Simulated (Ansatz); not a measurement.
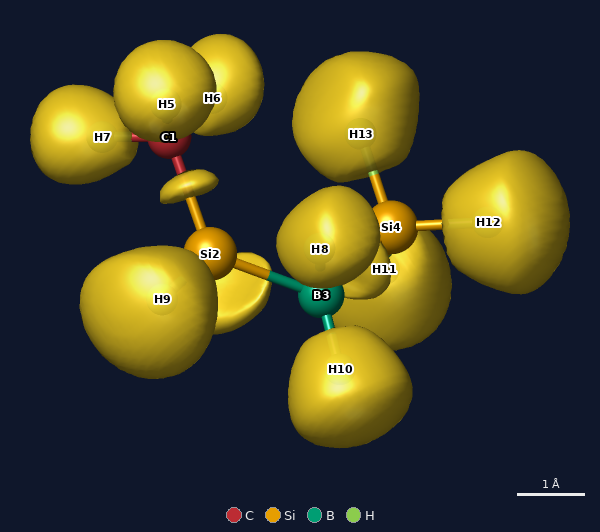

Figure. CH9BSi2. Isosurface of the ELF at 0.9 (yellow), seen at a tilt. Only the valence region is drawn (cores and ρ < 0.01 e/Å³ removed).

All numbers below come from Ansatz 0.2.0, UKS B3LYP-D4/6-31G*.

Input file:

```
crystal:
  periodic: [false, false, false]
  atoms:
    - { symbol: C, position_ang: [-1.4431, -0.0658, 1.2686] }
    - { symbol: Si, position_ang: [0.0566, -1.0017, 0.9097] }
    - { symbol: B, position_ang: [1.263, 0.0891, -0.1294] }
    - { symbol: Si, position_ang: [0.8407, 0.7801, -1.8551] }
    - { symbol: H, position_ang: [-1.2302, 0.8885, 1.8077] }
    - { symbol: H, position_ang: [-1.9726, 0.278, 0.2966] }
    - { symbol: H, position_ang: [-2.1657, -0.6381, 1.8568] }
    - { symbol: H, position_ang: [0.16876, -0.26793, -0.33934] }
    - { symbol: H, position_ang: [0.6931, -1.3694, 2.2238] }
    - { symbol: H, position_ang: [2.3684, 0.3368, 0.3405] }
    - { symbol: H, position_ang: [0.4405, -0.3579, -2.7195] }
    - { symbol: H, position_ang: [1.8861, 1.5664, -2.4079] }
    - { symbol: H, position_ang: [-0.4719, 1.6462, -1.712] }
magnetization:
  spin_polarized: true
basis:
  gaussian: { orbitals: "6-31G*" }
hamiltonian:
  xc: b3lyp
  dispersion: d4
relax:
  f_tol: 0.02
  max_steps: 50
output:
  orbitals: {}
```

Launched as:

```sh
ansatz run input.yaml --threads 2 --pin off --max-ram 3072MiB --backend cpu --events-out ev --progress --plain --runs-dir out
```

The fields are those of the run's last geometry, not of the input's.

What do the ELF domains correspond to?

At this value the surface marks out one region between bonded B–Si atoms (shared pairs), one region between bonded C–Si atoms (shared pairs), nine regions around hydrogen nuclei and one lobe on Si, pointing away from the bonds (lone pairs). Profiles from the grid: C–Si (1.88 Å): the ELF peaks at about 0.95 between the atoms, as expected for a shared electron pair. Si–B (1.89 Å): the ELF peaks at about 0.90 between the atoms: a covalent bond.
